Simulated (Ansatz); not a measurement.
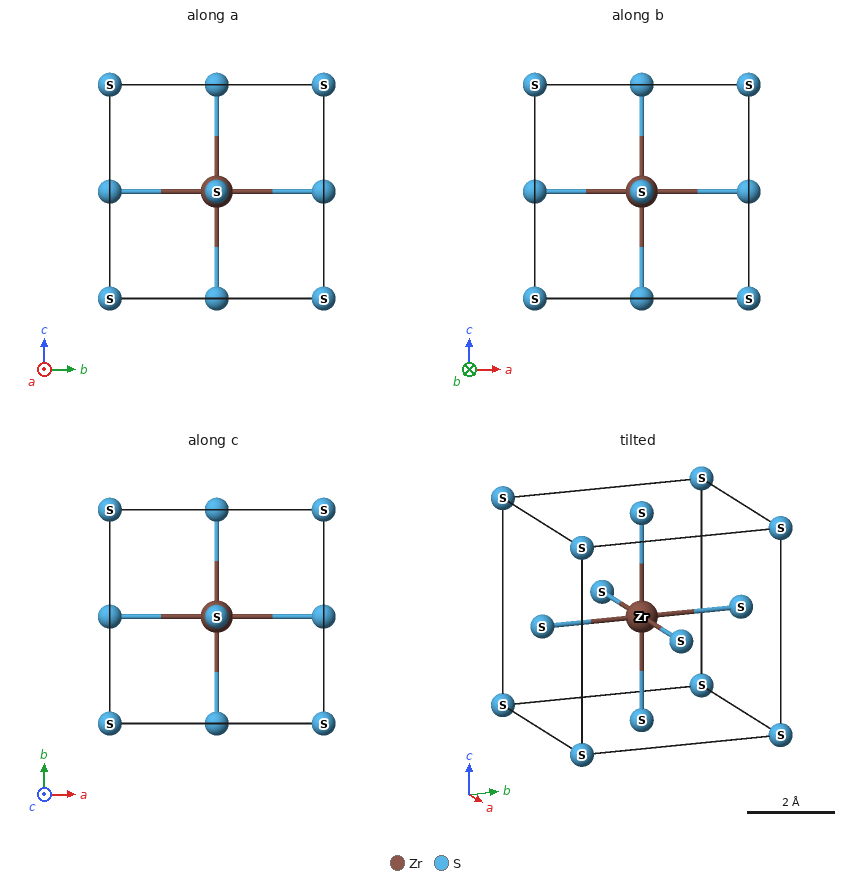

Ball-and-stick representation of a periodic structure, projected along the a axis, along the b axis, along the c axis and slightly off an axis. The parallelepiped is the conventional unit cell.

Lattice parameters: a = 4.960 Å, b = 4.960 Å, c = 4.960 Å, α = 90.00°, β = 90.00°, γ = 90.00°.

Give the structure in the form of a table of Wyckoff sites.

Answer. Space group Pm-3m (No. 221).
| atom | site | x | y | z |
| --- | --- | --- | --- | --- |
| Zr | 1b | 0.5000 | 0.5000 | 0.5000 |
| S | 3c | 0.0000 | 0.5000 | 0.5000 |
| S | 1a | 0.0000 | 0.0000 | 0.0000 |

The model was built from a random cell made by a generator, so it need not be a real form of the compound. Atoms and cell were optimised with DFT PBE, scalar-relativistic, plane waves, PAW (Ansatz).
